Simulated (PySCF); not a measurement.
Geometry relaxation of C$_{2}$H$_{6}$Si (part 1 of 3)

C$_{2}$H$_{6}$Si, SMILES C=C[SiH3], computed with SVWN5/3-21G, RKS (PySCF 2.14.0).

The geometry comes from this level: PBE0-D4/def2-TZVP. Figures and captions count atoms from 1; the log counts them from 0 in places.

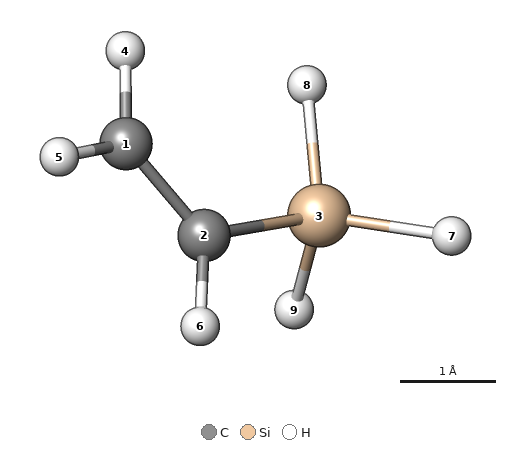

Figure 1. The starting structure (ball-and-stick view, seen at a tilt; atoms are numbered from 1 in the order of the input). Bond lengths as drawn: C–C 1.33 Å, C–H 1.09 Å, C–Si 1.86 Å and H–Si 1.49 Å.

## Input (input.py)
```python
from pyscf import gto, dft
from pyscf.geomopt.geometric_solver import kernel as optimise

mol = gto.M(
    atom='''
C     -1.348698     1.644440    -1.981000
C     -0.134737     1.346430     0.199555
Si     1.059380    -1.761225     1.322997
H     -1.711525     0.062361    -3.238802
H     -2.034668     3.474450    -2.610657
H      0.168942     3.008444     1.374965
H      3.847104    -1.689226     1.689037
H      0.422165    -3.727296    -0.580713
H     -0.100533    -2.445873     3.792113
''',
    basis='3-21g',
    verbose=3,
    max_memory=1860,
    unit='bohr',
    spin=0,
)

myscf = dft.RKS(mol, xc='svwn')
myscf.conv_tol = 1e-10
myscf.grids.level = 4
converged, mol_eq = optimise(myscf, maxsteps=60, convergence_set='GAU_TIGHT')
print('converged:', converged)
print(mol_eq.tostring())

myscf.reset(mol_eq)
mol = mol_eq
myscf.kernel()
if not myscf.converged:
    myscf = myscf.newton().run(myscf.mo_coeff, myscf.mo_occ)
e_final = myscf.e_tot
print('Final energy', e_final)
```

Launch command:
```bash
OMP_NUM_THREADS=1 python input.py
```

## The program's output
```
#|     Arguments passed to driver run_optimizer():      |#
convergence_set           GAU_TIGHT
customengine              <pyscf.geomopt.geometric_solver.PySCFEngine object>
maxiter                   60
----------------------------------------------------------
Custom engine selected.
Bonds will be generated from interatomic distances less than 1.20 times sum of covalent radii
27 internal coordinates being used (instead of 27 Cartesians)
Internal coordinate system (atoms numbered from 1):
Distance 1-2
Distance 1-4
Distance 1-5
Distance 2-3
Distance 2-6
Distance 3-7
Distance 3-8
Distance 3-9
Angle 2-1-5
Angle 4-1-5
Angle 1-2-6
Angle 3-2-6
Angle 2-3-7
Angle 2-3-8
Angle 2-3-9
Angle 7-3-8
Angle 7-3-9
Angle 8-3-9
Out-of-Plane 1-2-4-5
Out-of-Plane 2-1-3-6
Dihedral 4-1-2-3
Dihedral 4-1-2-6
Dihedral 5-1-2-3
Dihedral 5-1-2-6
Dihedral 1-2-3-7
Dihedral 1-2-3-8
Dihedral 1-2-3-9
Dihedral 6-2-3-7
Dihedral 6-2-3-8
Dihedral 6-2-3-9
Translation-X 1-9
Translation-Y 1-9
Translation-Z 1-9
Rotation-A 1-9
Rotation-B 1-9
Rotation-C 1-9
<class 'geometric.internal.Distance'> : 8
<class 'geometric.internal.Angle'> : 10
<class 'geometric.internal.OutOfPlane'> : 2
<class 'geometric.internal.Dihedral'> : 10
<class 'geometric.internal.TranslationX'> : 1
<class 'geometric.internal.TranslationY'> : 1
<class 'geometric.internal.TranslationZ'> : 1
<class 'geometric.internal.RotationA'> : 1
<class 'geometric.internal.RotationB'> : 1
<class 'geometric.internal.RotationC'> : 1
> ===== Optimization Info: ====
> Job type: Energy minimization
> Maximum number of optimization cycles: 60
> Initial / maximum trust radius (Angstrom): 0.100 / 0.300
> Convergence Criteria:
> Will converge when all 5 criteria are reached:
>  |Delta-E| < 1.00e-06
>  RMS-Grad  < 1.00e-05
>  Max-Grad  < 1.50e-05
>  RMS-Disp  < 4.00e-05
>  Max-Disp  < 6.00e-05
> === End Optimization Info ===

Geometry optimization cycle 1
Cartesian coordinates (Angstrom)
 Atom        New coordinates             dX        dY        dZ
   C  -0.713700   0.870200  -1.048300    0.000000  0.000000  0.000000
   C  -0.071300   0.712500   0.105600    0.000000  0.000000  0.000000
  Si   0.560600  -0.932000   0.700100    0.000000  0.000000  0.000000
   H  -0.905700   0.033000  -1.713900    0.000000  0.000000  0.000000
   H  -1.076700   1.838600  -1.381500    0.000000  0.000000  0.000000
   H   0.089400   1.592000   0.727600    0.000000 -0.000000  0.000000
   H   2.035800  -0.893900   0.893800    0.000000  0.000000  0.000000
   H   0.223400  -1.972400  -0.307300    0.000000  0.000000  0.000000
   H  -0.053200  -1.294300   2.006700    0.000000  0.000000  0.000000
converged SCF energy = -365.373917440287
--------------- RKS_Scanner gradients ---------------
         x                y                z
0 C    -0.0003864128     0.0009640341    -0.0003869148
1 C     0.0015939445    -0.0020314078     0.0022700879
2 Si    -0.0005072581    -0.0011863817    -0.0013908590
3 H     0.0016136220     0.0065476610     0.0054097061
4 H     0.0027813135    -0.0073994112     0.0025596099
5 H    -0.0019920803    -0.0058347416    -0.0058640996
6 H    -0.0085464698     0.0005150338    -0.0010856977
7 H     0.0020658358     0.0056328920     0.0059138691
8 H     0.0033739063     0.0027978596    -0.0074263702
----------------------------------------------
cycle 1: E = -365.37391744  dE = -365.374  norm(grad) = 0.0212755
Step    0 : Gradient = 7.092e-03/8.645e-03 (rms/max) Energy = -365.3739174403
Hessian Eigenvalues: 2.30000e-02 2.30000e-02 2.51916e-02 ... 3.52036e-01 3.52145e-01 5.94938e-01

Geometry optimization cycle 2
Cartesian coordinates (Angstrom)
 Atom        New coordinates             dX        dY        dZ
   C  -0.719018   0.874709  -1.056624   -0.005318  0.004509 -0.008324
   C  -0.074247   0.730749   0.106455   -0.002947  0.018249  0.000855
  Si   0.565551  -0.933414   0.708772    0.004952 -0.001414  0.008672
   H  -0.910119   0.022996  -1.725399   -0.004419 -0.010004 -0.011499
   H  -1.089737   1.850035  -1.401860   -0.013037  0.011435 -0.020359
   H   0.090750   1.617606   0.739096    0.001350  0.025606  0.011496
   H   2.067438  -0.910663   0.902678    0.031638 -0.016763  0.008878
   H   0.215951  -1.980875  -0.324740   -0.007449 -0.008475 -0.017440
   H  -0.057626  -1.317969   2.034486   -0.004427 -0.023669  0.027786
converged SCF energy = -365.37512971452
--------------- RKS_Scanner gradients ---------------
         x                y                z
0 C    -0.0006769632     0.0000329877    -0.0012808557
1 C     0.0013499024    -0.0007375119     0.0022782820
2 Si    -0.0005243830    -0.0000733511    -0.0010121208
3 H    -0.0002372017     0.0001102658    -0.0004033727
4 H     0.0000062057    -0.0000528349    -0.0000095413
5 H    -0.0001140045     0.0004652537    -0.0000305528
6 H     0.0002558248     0.0002777677     0.0000862658
7 H     0.0000764137    -0.0002206901     0.0000705995
8 H    -0.0001390395     0.0002031067     0.0003005587
----------------------------------------------
cycle 2: E = -365.375129715  dE = -0.00121227  norm(grad) = 0.00343313
Step    1 : Displace = 2.464e-02/3.683e-02 (rms/max) Trust = 1.000e-01 (=) Grad = 1.144e-03/2.749e-03 (rms/max) E (change) = -365.3751297145 (-1.212e-03) Quality = 0.975
Hessian Eigenvalues: 2.29999e-02 2.30000e-02 2.51916e-02 ... 3.51693e-01 3.54257e-01 6.10278e-01

Geometry optimization cycle 3
Cartesian coordinates (Angstrom)
 Atom        New coordinates             dX        dY        dZ
   C  -0.718557   0.875468  -1.055388    0.000461  0.000758  0.001236
   C  -0.074751   0.734691   0.106775   -0.000504  0.003942  0.000320
  Si   0.565366  -0.930822   0.709267   -0.000186  0.002592  0.000495
   H  -0.903036   0.015146  -1.714704    0.007083 -0.007850  0.010694
   H  -1.092320   1.847412  -1.407514   -0.002583 -0.002622 -0.005655
   H   0.090922   1.620490   0.740102    0.000172  0.002884  0.001006
   H   2.067113  -0.915123   0.901090   -0.000326 -0.004460 -0.001588
   H   0.212070  -1.972208  -0.329189   -0.003882  0.008667 -0.004448
   H  -0.057552  -1.322360   2.032496    0.000075 -0.004391 -0.001990
converged SCF energy = -365.375141181226
--------------- RKS_Scanner gradients ---------------
         x                y                z
0 C    -0.0001781825     0.0006860187    -0.0001000168
1 C     0.0001770021    -0.0006535290     0.0000984941
2 Si    -0.0002345722    -0.0001566909    -0.0004954806
3 H     0.0002746820    -0.0003307349     0.0003972682
4 H    -0.0001104892     0.0002213640    -0.0001279827
5 H    -0.0000634808     0.0001640847    -0.0000480976
6 H     0.0001277838     0.0001074711     0.0000581332
7 H     0.0000507737    -0.0001082752     0.0000617017
8 H    -0.0000466504     0.0000751572     0.0001552836
----------------------------------------------
cycle 3: E = -365.375141181  dE = -1.14667e-05  norm(grad) = 0.00135661
Step    2 : Displace = 7.164e-03/1.499e-02 (rms/max) Trust = 1.414e-01 (+) Grad = 4.522e-04/7.158e-04 (rms/max) E (change) = -365.3751411812 (-1.147e-05) Quality = 0.751
Hessian Eigenvalues: 2.29921e-02 2.30001e-02 2.51915e-02 ... 3.52303e-01 3.66412e-01 6.25389e-01

Geometry optimization cycle 4
Cartesian coordinates (Angstrom)
 Atom        New coordinates             dX        dY        dZ
   C  -0.718148   0.872713  -1.055513    0.000408 -0.002754 -0.000125
   C  -0.074915   0.735661   0.106630   -0.000165  0.000970 -0.000145
  Si   0.566367  -0.929188   0.711632    0.001002  0.001635  0.002365
   H  -0.905250   0.015751  -1.718347   -0.002214  0.000605 -0.003643
   H  -1.091263   1.845125  -1.406223    0.001058 -0.002287  0.001291
   H   0.090649   1.621422   0.739507   -0.000273  0.000932 -0.000596
   H   2.067719  -0.917604   0.901975    0.000606 -0.002481  0.000885
   H   0.211041  -1.966992  -0.329581   -0.001028  0.005216 -0.000393
   H  -0.056569  -1.324780   2.032940    0.000983 -0.002421  0.000444
converged SCF energy = -365.375146711539
--------------- RKS_Scanner gradients ---------------
         x                y                z
0 C     0.0003202310    -0.0003004754     0.0004846037
1 C    -0.0004001670     0.0004263339    -0.0005985180
2 Si     0.0000273029    -0.0000639391     0.0000308383
3 H    -0.0000551153     0.0000473331    -0.0000881468
4 H     0.0000450153    -0.0000275791     0.0000750908
5 H     0.0000544547    -0.0001014980     0.0000768009
6 H    -0.0000498916    -0.0000184970     0.0000124577
7 H     0.0000108603     0.0000420912     0.0000395799
8 H     0.0000440623     0.0000010479    -0.0000335960
----------------------------------------------
cycle 4: E = -365.375146712  dE = -5.53031e-06  norm(grad) = 0.00108799
Step    3 : Displace = 3.137e-03/5.401e-03 (rms/max) Trust = 2.000e-01 (+) Grad = 3.627e-04/8.367e-04 (rms/max) E (change) = -365.3751467115 (-5.530e-06) Quality = 0.725
Hessian Eigenvalues: 2.29805e-02 2.30000e-02 2.51915e-02 ... 3.52181e-01 4.12181e-01 6.09325e-01

Geometry optimization cycle 5
Cartesian coordinates (Angstrom)
 Atom        New coordinates             dX        dY        dZ
   C  -0.718368   0.873332  -1.055658   -0.000220  0.000618 -0.000145
   C  -0.074699   0.735072   0.106735    0.000216 -0.000589  0.000105
  Si   0.566456  -0.929610   0.711584    0.000088 -0.000423 -0.000048
   H  -0.905240   0.015989  -1.718035    0.000010  0.000238  0.000312
   H  -1.091557   1.845693  -1.406558   -0.000294  0.000568 -0.000335
   H   0.090721   1.621137   0.739330    0.000072 -0.000286 -0.000177
   H   2.067932  -0.917319   0.902009    0.000213  0.000285  0.000034
   H   0.211406  -1.967918  -0.329411    0.000364 -0.000925  0.000170
   H  -0.056795  -1.324600   2.033085   -0.000226  0.000180  0.000145
converged SCF energy = -365.375147473574
--------------- RKS_Scanner gradients ---------------
         x                y                z
0 C     0.0000051220     0.0000127716     0.0000040609
1 C    -0.0000355797     0.0000266744    -0.0000572455
2 Si     0.0000098336    -0.0000227461     0.0000118440
3 H    -0.0000037023     0.0000114152    -0.0000022513
4 H    -0.0000033762     0.0000022512    -0.0000063163
5 H     0.0000114716    -0.0000374726     0.0000202172
6 H    -0.0000020546     0.0000003615     0.0000109436
7 H     0.0000026727     0.0000067190     0.0000112021
8 H     0.0000123679     0.0000048569     0.0000066609
----------------------------------------------
cycle 5: E = -365.375147474  dE = -7.62035e-07  norm(grad) = 9.42734e-05
Step    4 : Displace = 5.840e-04/9.662e-04 (rms/max) Trust = 2.000e-01 (=) Grad = 3.142e-05/7.249e-05 (rms/max) E (change) = -365.3751474736 (-7.620e-07) Quality = 0.997
Hessian Eigenvalues: 2.29228e-02 2.30005e-02 2.51914e-02 ... 3.52157e-01 4.15782e-01 6.25530e-01

Geometry optimization cycle 6
Cartesian coordinates (Angstrom)
 Atom        New coordinates             dX        dY        dZ
   C  -0.718090   0.872886  -1.055228    0.000278 -0.000446  0.000430
   C  -0.074409   0.735634   0.107351    0.000290  0.000561  0.000617
  Si   0.566333  -0.929400   0.711345   -0.000122  0.000211 -0.000239
   H  -0.904515   0.014851  -1.716850    0.000724 -0.001137  0.001185
   H  -1.091628   1.844816  -1.406939   -0.000071 -0.000877 -0.000381
   H   0.090845   1.622040   0.739569    0.000124  0.000903  0.000239
   H   2.067857  -0.917566   0.901563   -0.000076 -0.000248 -0.000446
   H   0.210928  -1.967069  -0.330248   -0.000478  0.000848 -0.000837
   H  -0.057121  -1.324926   2.032611   -0.000326 -0.000326 -0.000475
converged SCF energy = -365.37514749873
--------------- RKS_Scanner gradients ---------------
         x                y                z
0 C    -0.0000101657    -0.0000342710    -0.0000405740
1 C     0.0000203940     0.0000341075     0.0000507897
2 Si    -0.0000326083    -0.0000047546    -0.0000614975
3 H     0.0000055704    -0.0000055814     0.0000085381
4 H    -0.0000022409     0.0000006081    -0.0000044058
5 H     0.0000117525     0.0000062354     0.0000352613
6 H     0.0000021034     0.0000119641     0.0000015980
7 H     0.0000030478    -0.0000164414     0.0000031024
8 H    -0.0000010583     0.0000129687     0.0000063710
----------------------------------------------
cycle 6: E = -365.375147499  dE = -2.51566e-08  norm(grad) = 0.000119081
Step    5 : Displace = 9.828e-04/1.739e-03 (rms/max) Trust = 2.828e-01 (+) Grad = 3.969e-05/6.977e-05 (rms/max) E (change) = -365.3751474987 (-2.516e-08) Quality = 0.252
Hessian Eigenvalues: 2.23159e-02 2.30002e-02 2.51911e-02 ... 4.03862e-01 4.20258e-01 6.22921e-01
```
